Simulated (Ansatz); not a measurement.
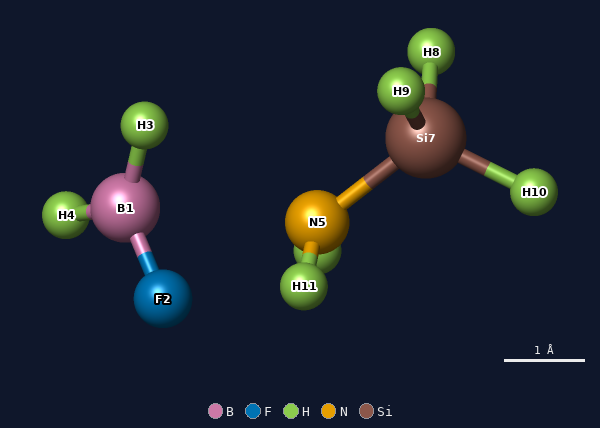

*The input geometry (ball-and-stick view, seen at a tilt; atoms are numbered from 1 in the order of the input).*

Bond lengths as drawn: B–F 1.34 Å, B–H 1.22 Å, H–N 1.03 to 1.04 Å, H–Si 1.51 to 1.52 Å and N–Si 1.78 Å.

## BSiNH7F: geometry relaxation (part 1 of 2)

BSiNH7F, computed with RKS PBE-D4/cc-pVDZ (Ansatz 0.2.0).

It belongs to a series of runs on one base structure; here: end point A relaxed. Figures and captions count atoms from 1; the log counts them from 0 in places.

### The input
```yaml
crystal:
  periodic: [false, false, false]
  atoms:
    - { symbol: B, position_ang: [0.088817, 0.339201, -0.347369] }
    - { symbol: F, position_ang: [-0.64428, 0.836928, 0.661736] }
    - { symbol: H, position_ang: [1.298997, 0.437212, -0.259628] }
    - { symbol: H, position_ang: [-0.512079, -0.053174, -1.33111] }
    - { symbol: "N", position_ang: [-0.159411, -1.879134, 1.235395] }
    - { symbol: H, position_ang: [-0.863838, -2.580411, 0.973085] }
    - { symbol: Si, position_ang: [1.209597, -2.481522, 2.198461] }
    - { symbol: H, position_ang: [1.775753, -3.666951, 1.457047] }
    - { symbol: H, position_ang: [2.224138, -1.370114, 2.275855] }
    - { symbol: H, position_ang: [0.870965, -2.921499, 3.612007] }
    - { symbol: H, position_ang: [-0.655358, -1.051434, 1.632121] }
basis:
  gaussian: { orbitals: cc-pVDZ }
hamiltonian:
  xc: pbe
  dispersion: d4
relax:
  f_tol: 0.03
  max_steps: 50
output:
  orbitals: {}
```

Command:
```bash
ansatz run input.yaml --threads 2 --pin off --max-ram 3072MiB --backend cpu --events-out ev --progress --plain --runs-dir out
```

### The program's output
```
The last accepted step is kept in [file] (removed where the run ends without a failure and the disk answers)
Engine: ansatz 0.2.0, aarch64-unknown-linux-gnu
Functional definition: PBE
  parameter kappa = 0.804
  parameter beta = 0.06672455060314922
  exchange = pbe_x(kappa = kappa, mu = beta*pi^2/3)
  correlation = pbe_c(beta = beta)
1132 factors; their error is unknown
mean field evaluation 1: about -12858.5207 eV, gradient 6.0e1 eV
mean field evaluation 2: about -12829.8058 eV, gradient 1.1e2 eV
mean field evaluation 4: about -12865.7438 eV, gradient 8.5e0 eV
mean field evaluation 8: about -12865.8526 eV, gradient 1.0e-1 eV
mean field evaluation 16: about -12865.8145 eV, gradient 6.1e-5 eV
mean field -12865.81446036 eV, -472.8099606559 hartree, gradient 6.1e-5 eV, S^2 0.000000; 0 other end points of the search recorded, 0 dependent functions left out
the calculation of the forces begins
reference -12865.81450140 eV, -472.8099621643 hartree; 21, 21 occupied and 74, 74 virtual orbitals, 1132 factors
relax step   1: F+E_penalty+E_count = -12865.97610568 eV  Δ(F+E_penalty+E_count) = +0.000e0 eV  max|allowed force component| = 6.766e-1 eV/Å  Δτ_max = 0.0000 Å  (26 SCF iters, accepted)
these checks for a lower state are left out or cut short: starts, cluster_reference, orbital_swaps, neighbouring_geometries, increment
1132 factors; their error is unknown
mean field -12865.85948361 eV, -472.8116152300 hartree, gradient 5.0e-6 eV, S^2 0.000000; 0 other end points of the search recorded, 0 dependent functions left out
the calculation of the forces begins
reference -12865.85952388 eV, -472.8116167098 hartree; 21, 21 occupied and 74, 74 virtual orbitals, 1132 factors
relax step   2: F+E_penalty+E_count = -12866.02567490 eV  Δ(F+E_penalty+E_count) = -4.957e-2 eV  max|allowed force component| = 1.015e0 eV/Å  Δτ_max = 0.1957 Å  (33 SCF iters, accepted)
these checks for a lower state are left out or cut short: starts, cluster_reference, orbital_swaps, neighbouring_geometries, increment
1132 factors; their error is unknown
mean field evaluation 32: about -12866.0907 eV, gradient 2.0e-5 eV
mean field -12866.09065855 eV, -472.8201107524 hartree, gradient 2.0e-5 eV, S^2 0.000000; 0 other end points of the search recorded, 0 dependent functions left out
the calculation of the forces begins
reference -12866.09069813 eV, -472.8201122067 hartree; 21, 21 occupied and 74, 74 virtual orbitals, 1132 factors
relax step   3: F+E_penalty+E_count = -12866.26496053 eV  Δ(F+E_penalty+E_count) = -2.393e-1 eV  max|allowed force component| = 7.492e-1 eV/Å  Δτ_max = 0.1915 Å  (27 SCF iters, accepted)
these checks for a lower state are left out or cut short: starts, cluster_reference, orbital_swaps, neighbouring_geometries, increment
1132 factors; their error is unknown
mean field -12866.31357032 eV, -472.8283026087 hartree, gradient 2.1e-5 eV, S^2 0.000000; 0 other end points of the search recorded, 0 dependent functions left out
the calculation of the forces begins
reference -12866.31360915 eV, -472.8283040357 hartree; 21, 21 occupied and 74, 74 virtual orbitals, 1132 factors
relax step   4: F+E_penalty+E_count = -12866.49453095 eV  Δ(F+E_penalty+E_count) = -2.296e-1 eV  max|allowed force component| = 1.127e0 eV/Å  Δτ_max = 0.1963 Å  (33 SCF iters, accepted)
these checks for a lower state are left out or cut short: starts, cluster_reference, orbital_swaps, neighbouring_geometries, increment
1132 factors; their error is unknown
mean field -12866.39065546 eV, -472.8311354354 hartree, gradient 9.1e-6 eV, S^2 0.000000; 0 other end points of the search recorded, 0 dependent functions left out
the calculation of the forces begins
reference -12866.39069345 eV, -472.8311368316 hartree; 21, 21 occupied and 74, 74 virtual orbitals, 1132 factors
relax step   5: F+E_penalty+E_count = -12866.57742297 eV  Δ(F+E_penalty+E_count) = -8.289e-2 eV  max|allowed force component| = 8.784e-1 eV/Å  Δτ_max = 0.1949 Å  (36 SCF iters, accepted)
these checks for a lower state are left out or cut short: starts, cluster_reference, orbital_swaps, neighbouring_geometries, increment
1132 factors; their error is unknown
mean field -12866.45944925 eV, -472.8336635605 hartree, gradient 9.1e-6 eV, S^2 0.000000; 0 other end points of the search recorded, 0 dependent functions left out
the calculation of the forces begins
reference -12866.45948732 eV, -472.8336649594 hartree; 21, 21 occupied and 74, 74 virtual orbitals, 1132 factors
relax step   6: F+E_penalty+E_count = -12866.64441892 eV  Δ(F+E_penalty+E_count) = -6.700e-2 eV  max|allowed force component| = 2.566e-1 eV/Å  Δτ_max = 0.0738 Å  (29 SCF iters, accepted)
these checks for a lower state are left out or cut short: starts, cluster_reference, orbital_swaps, neighbouring_geometries, increment
1132 factors; their error is unknown
mean field -12866.47925265 eV, -472.8343913219 hartree, gradient 1.2e-5 eV, S^2 0.000000; 0 other end points of the search recorded, 0 dependent functions left out
the calculation of the forces begins
reference -12866.47929042 eV, -472.8343927102 hartree; 21, 21 occupied and 74, 74 virtual orbitals, 1132 factors
relax step   7: F+E_penalty+E_count = -12866.66535778 eV  Δ(F+E_penalty+E_count) = -2.094e-2 eV  max|allowed force component| = 3.179e-1 eV/Å  Δτ_max = 0.1894 Å  (26 SCF iters, accepted)
these checks for a lower state are left out or cut short: starts, cluster_reference, orbital_swaps, neighbouring_geometries, increment
1132 factors; their error is unknown
mean field evaluation 64: about -12866.5554 eV, gradient 1.1e-1 eV
mean field -12866.51329265 eV, -472.8356422691 hartree, gradient 8.3e-6 eV, S^2 0.000000; 0 other end points of the search recorded, 0 dependent functions left out
the calculation of the forces begins
reference -12866.51333096 eV, -472.8356436766 hartree; 21, 21 occupied and 74, 74 virtual orbitals, 1132 factors
relax step   8: F+E_penalty+E_count = -12866.70126407 eV  Δ(F+E_penalty+E_count) = -3.591e-2 eV  max|allowed force component| = 2.893e-1 eV/Å  Δτ_max = 0.1942 Å  (28 SCF iters, accepted)
these checks for a lower state are left out or cut short: starts, cluster_reference, orbital_swaps, neighbouring_geometries, increment
1132 factors; their error is unknown
mean field -12866.52345481 eV, -472.8360157214 hartree, gradient 7.9e-6 eV, S^2 0.000000; 0 other end points of the search recorded, 0 dependent functions left out
the calculation of the forces begins
reference -12866.52349360 eV, -472.8360171470 hartree; 21, 21 occupied and 74, 74 virtual orbitals, 1132 factors
relax step   9: F+E_penalty+E_count = -12866.71297389 eV  Δ(F+E_penalty+E_count) = -1.171e-2 eV  max|allowed force component| = 3.196e-1 eV/Å  Δτ_max = 0.1858 Å  (26 SCF iters, accepted)
these checks for a lower state are left out or cut short: starts, cluster_reference, orbital_swaps, neighbouring_geometries, increment
1132 factors; their error is unknown
mean field -12866.53597712 eV, -472.8364759078 hartree, gradient 9.4e-6 eV, S^2 0.000000; 0 other end points of the search recorded, 0 dependent functions left out
the calculation of the forces begins
reference -12866.53601591 eV, -472.8364773333 hartree; 21, 21 occupied and 74, 74 virtual orbitals, 1132 factors
relax step  10: F+E_penalty+E_count = -12866.72537460 eV  Δ(F+E_penalty+E_count) = -1.240e-2 eV  max|allowed force component| = 1.240e-1 eV/Å  Δτ_max = 0.0314 Å  (29 SCF iters, accepted)
these checks for a lower state are left out or cut short: starts, cluster_reference, orbital_swaps, neighbouring_geometries, increment
1132 factors; their error is unknown
mean field -12866.53801993 eV, -472.8365509796 hartree, gradient 9.6e-6 eV, S^2 0.000000; 0 other end points of the search recorded, 0 dependent functions left out
the calculation of the forces begins
reference -12866.53805860 eV, -472.8365524008 hartree; 21, 21 occupied and 74, 74 virtual orbitals, 1132 factors
relax step  11: F+E_penalty+E_count = -12866.72806461 eV  Δ(F+E_penalty+E_count) = -2.690e-3 eV  max|allowed force component| = 1.106e-1 eV/Å  Δτ_max = 0.0458 Å  (28 SCF iters, accepted)
these checks for a lower state are left out or cut short: starts, cluster_reference, orbital_swaps, neighbouring_geometries, increment
1132 factors; their error is unknown
mean field evaluation 96: about -12866.5394 eV, gradient 9.5e-6 eV
mean field -12866.53941619 eV, -472.8366022912 hartree, gradient 9.5e-6 eV, S^2 0.000000; 0 other end points of the search recorded, 0 dependent functions left out
the calculation of the forces begins
reference -12866.53945486 eV, -472.8366037126 hartree; 21, 21 occupied and 74, 74 virtual orbitals, 1132 factors
relax step  12: F+E_penalty+E_count = -12866.72943553 eV  Δ(F+E_penalty+E_count) = -1.371e-3 eV  max|allowed force component| = 2.311e-2 eV/Å  Δτ_max = 0.0095 Å  (30 SCF iters, accepted)
```

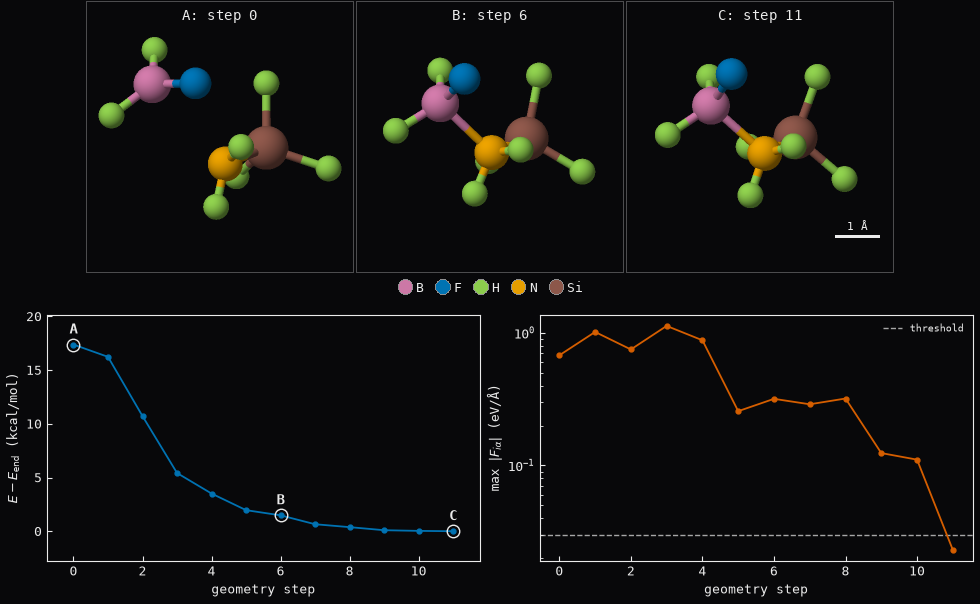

*Frames of the relaxation (ball-and-stick view, seen at a tilt) above the curves, on which the letters mark them (the first geometry is step 0 here and step 1 in the log).*

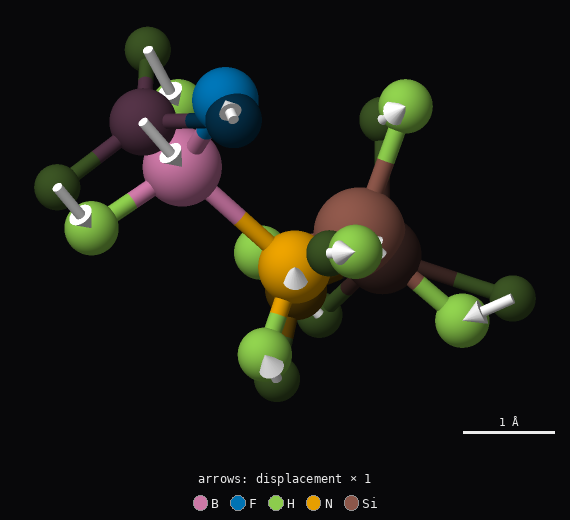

*Start (faint) and end (solid) with the displacements as white arrows, at true length (ball-and-stick view, seen at a tilt). The two geometries are laid on each other by the best rigid fit.*

After 11 geometry steps the energy has fallen by 17.4 kcal/mol. The largest force component goes from 0.68 to 0.023 eV/Å. The atom that moves furthest after the best rigid fit is H8 (1.00 Å). By element the largest moves are H 1.00 Å, B 0.80 Å, N 0.44 Å, Si 0.39 Å, F 0.33 Å. Distances before and after: B1–N5 2.736 → 1.689 Å, B1–F2 1.343 → 1.417 Å, N5–Si7 1.779 → 1.838 Å, B1–H3 1.217 → 1.243 Å. New bonds form: B1–N5 (2.74 → 1.69 Å). Among the angles that change: H3–B1–H4 125.1° → 114.9°, N5–Si7–H10 115.5° → 108.1°, F2–B1–H3 117.3° → 113.1°. (Atoms are counted from 1 in the order of the input.)

```
1132 factors; their error is unknown
mean field -12866.53941619 eV, -472.8366022912 hartree, gradient 1.3e-5 eV, S^2 0.000000; 1 other end points of the search recorded, 0 dependent functions left out
the calculation of the forces begins
reference -12866.53945486 eV, -472.8366037126 hartree; 21, 21 occupied and 74, 74 virtual orbitals, 1132 factors
Total energy: -12866.72947421 eV, -472.8435867946 hartree
Atom 0 at     0.153526    -0.363903     0.040715 Å, force     0.000017     0.004553     0.016501 eV/Å
Atom 1 at    -0.301197     0.879212     0.547297 Å, force     0.003231     0.006793    -0.014718 eV/Å
Atom 2 at     1.393215    -0.456862     0.016127 Å, force    -0.003526     0.009474    -0.008084 eV/Å
Atom 3 at    -0.414825    -0.741070    -0.985283 Å, force     0.005609    -0.001195     0.004871 eV/Å
Atom 4 at    -0.314778    -1.452062     1.244792 Å, force     0.023107    -0.015987    -0.011939 eV/Å
Atom 5 at    -0.972042    -2.156200     0.880918 Å, force    -0.019219    -0.002195     0.012555 eV/Å
Atom 6 at     1.214572    -2.169117     1.969658 Å, force     0.007111     0.004765     0.000799 eV/Å
Atom 7 at     1.909201    -2.911924     0.870620 Å, force    -0.001779    -0.003367     0.001090 eV/Å
Atom 8 at     1.993413    -1.020036     2.527664 Å, force     0.005568    -0.000897     0.005201 eV/Å
```
